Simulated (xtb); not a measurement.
**Run report: C₃H₄F₂, geometry relaxation (part 4 of 4)**

Continued. System: C₃H₄F₂, SMILES FC=CCF. Method: GFN1-xTB (xtb 6.7.1). The geometry comes from this level: PBE0-D4/def2-TZVP.

Geometry of the input (Å):
```
F  -1.7713  0.6962  -0.7642
C  -0.7568  -0.0838  -1.1488
C  0.2699  -0.3554  -0.3643
C  0.4395  0.1552  1.0194
F  1.6566  0.8114  1.1337
H  -0.8889  -0.4587  -2.1569
H  1.0424  -1.0013  -0.7656
H  0.4498  -0.6667  1.7427
H  -0.3526  0.8568  1.2869
```

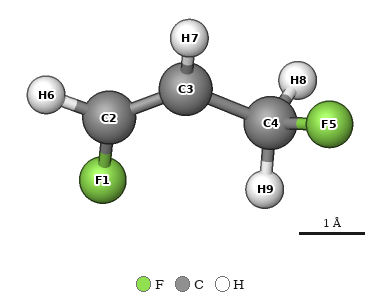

Figure 1. The geometry at step 10 of the log (ball-and-stick view, seen at a tilt; atoms are numbered from 1 in the order of the input).

Trajectory as extended XYZ, continued:
```
9
Properties=species:S:1:pos:R:3 step=4 energy=-510.23637
F    -1.7739    0.6444   -0.7132
C    -0.7552   -0.0928   -1.1559
C     0.2811   -0.3593   -0.3833
C     0.4294    0.1593    1.0160
F     1.6621    0.7441    1.1452
H    -0.9182   -0.4431   -2.1687
H     1.0985   -0.9603   -0.7611
H     0.3895   -0.6563    1.7503
H    -0.3247    0.9176    1.2537
9
Properties=species:S:1:pos:R:3 step=5 energy=-510.23755
F    -1.7806    0.6294   -0.7028
C    -0.7578   -0.0994   -1.1537
C     0.2869   -0.3518   -0.3879
C     0.4301    0.1630    1.0126
F     1.6744    0.7216    1.1594
H    -0.9239   -0.4468   -2.1664
H     1.1113   -0.9426   -0.7658
H     0.3610   -0.6534    1.7444
H    -0.3129    0.9337    1.2432
9
Properties=species:S:1:pos:R:3 step=6 energy=-510.23847
F    -1.7878    0.6158   -0.6964
C    -0.7603   -0.1049   -1.1518
C     0.2909   -0.3451   -0.3910
C     0.4302    0.1653    1.0107
F     1.6836    0.7011    1.1714
H    -0.9265   -0.4506   -2.1649
H     1.1203   -0.9266   -0.7721
H     0.3386   -0.6507    1.7407
H    -0.3004    0.9493    1.2363
9
Properties=species:S:1:pos:R:3 step=7 energy=-510.23952
F    -1.7973    0.5996   -0.6916
C    -0.7628   -0.1097   -1.1502
C     0.2936   -0.3380   -0.3932
C     0.4302    0.1673    1.0098
F     1.6921    0.6786    1.1831
H    -0.9263   -0.4537   -2.1644
H     1.1270   -0.9101   -0.7801
H     0.3172   -0.6469    1.7384
H    -0.2852    0.9667    1.2311
9
Properties=species:S:1:pos:R:3 step=8 energy=-510.24052
F    -1.8091    0.5791   -0.6864
C    -0.7653   -0.1139   -1.1492
C     0.2958   -0.3302   -0.3952
C     0.4305    0.1696    1.0097
F     1.7016    0.6513    1.1952
H    -0.9251   -0.4567   -2.1645
H     1.1341   -0.8907   -0.7893
H     0.2929   -0.6419    1.7370
H    -0.2668    0.9871    1.2255
9
Properties=species:S:1:pos:R:3 step=9 energy=-510.24133
F    -1.8223    0.5549   -0.6798
C    -0.7682   -0.1182   -1.1482
C     0.2981   -0.3215   -0.3978
C     0.4312    0.1728    1.0095
F     1.7124    0.6193    1.2085
H    -0.9239   -0.4596   -2.1648
H     1.1427   -0.8681   -0.7985
H     0.2644   -0.6353    1.7352
H    -0.2457    1.0093    1.2188
9
Properties=species:S:1:pos:R:3 step=10 energy=-510.24192
F    -1.8376    0.5245   -0.6703
C    -0.7717   -0.1240   -1.1468
C     0.3012   -0.3108   -0.4015
C     0.4323    0.1771    1.0088
F     1.7250    0.5785    1.2247
H    -0.9234   -0.4629   -2.1649
H     1.1544   -0.8392   -0.8087
H     0.2274   -0.6256    1.7317
H    -0.2190    1.0360    1.2100
9
Properties=species:S:1:pos:R:3 step=11 energy=-510.24220
F    -1.8430    0.5109   -0.6655
C    -0.7731   -0.1266   -1.1461
C     0.3024   -0.3065   -0.4034
C     0.4328    0.1790    1.0082
F     1.7285    0.5600    1.2311
H    -0.9233   -0.4637   -2.1649
H     1.1595   -0.8264   -0.8121
H     0.2110   -0.6194    1.7293
H    -0.2063    1.0463    1.2064
9
Properties=species:S:1:pos:R:3 step=12 energy=-510.24221
F    -1.8540    0.4842   -0.6543
C    -0.7756   -0.1319   -1.1446
C     0.3069   -0.2965   -0.4081
C     0.4339    0.1832    1.0063
F     1.7387    0.5226    1.2476
H    -0.9262   -0.4682   -2.1634
H     1.1723   -0.7996   -0.8201
H     0.1750   -0.6099    1.7228
H    -0.1824    1.0697    1.1968
9
Properties=species:S:1:pos:R:3 step=13 energy=-510.24231
F    -1.8483    0.4943   -0.6569
C    -0.7742   -0.1301   -1.1449
C     0.3059   -0.3005   -0.4068
C     0.4334    0.1816    1.0064
F     1.7335    0.5366    1.2419
H    -0.9263   -0.4665   -2.1635
H     1.1683   -0.8097   -0.8167
H     0.1875   -0.6124    1.7237
H    -0.1912    1.0604    1.1996
9
Properties=species:S:1:pos:R:3 step=14 energy=-510.24233
F    -1.8494    0.4919   -0.6555
C    -0.7745   -0.1310   -1.1446
C     0.3064   -0.2999   -0.4071
C     0.4335    0.1819    1.0062
F     1.7344    0.5336    1.2434
H    -0.9262   -0.4663   -2.1637
H     1.1692   -0.8079   -0.8180
H     0.1844   -0.6114    1.7235
H    -0.1892    1.0627    1.1986
9
Properties=species:S:1:pos:R:3 step=15 energy=-510.24233
F    -1.8499    0.4900   -0.6545
C    -0.7746   -0.1316   -1.1444
C     0.3070   -0.2989   -0.4076
C     0.4335    0.1822    1.0060
F     1.7351    0.5305    1.2453
H    -0.9269   -0.4671   -2.1632
H     1.1704   -0.8055   -0.8191
H     0.1812   -0.6106    1.7228
H    -0.1872    1.0646    1.1975
```

Summary:

| quantity | value |
| --- | --- |
| outcome | converged |
| electrons treated | 30 |
| total energy | −18.751060 hartree |
| dispersion energy | −0.002153 hartree |
| basis functions | 28 |
| HOMO | −12.36 eV |
| LUMO | −7.15 eV |
| zero-point energy | 0.063302 hartree |
| dipole moment | 1.90 D |
| wavenumbers, lowest and highest | 47 and 3135 cm⁻¹ |
| hardware | 1 thread of Intel Xeon @ 2.50GHz (Skylake/Cascade Lake), 16 GiB of memory available, shared host |
| wall time | 0.84 s |
| peak memory | 0.07 GiB |
